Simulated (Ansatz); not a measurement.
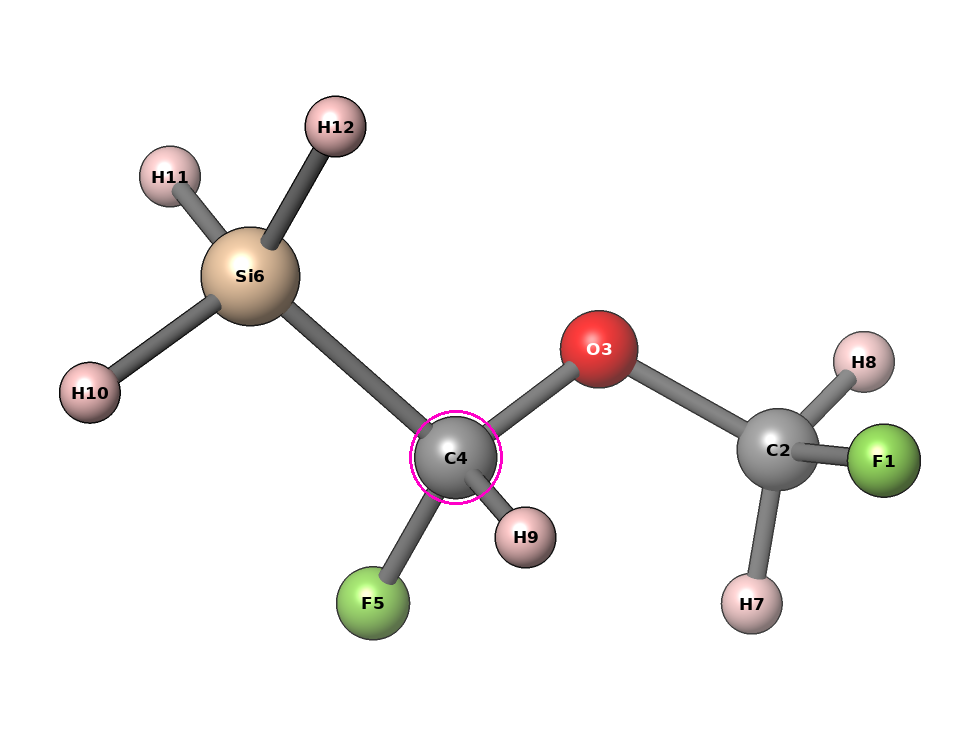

Distant atoms are faded towards the background colour. Circles mark the stereogenic atoms. Computed geometry: PBE-D4/def2-SVP optimisation. No frequency run is at hand to confirm it as a minimum.

Q: What are the Cahn–Ingold–Prelog descriptors?

A: C4: R (priorities Si6 > F5 > O3 > H9).

Q: Write the isomeric SMILES.

A: FCO[C@H](F)[SiH3]
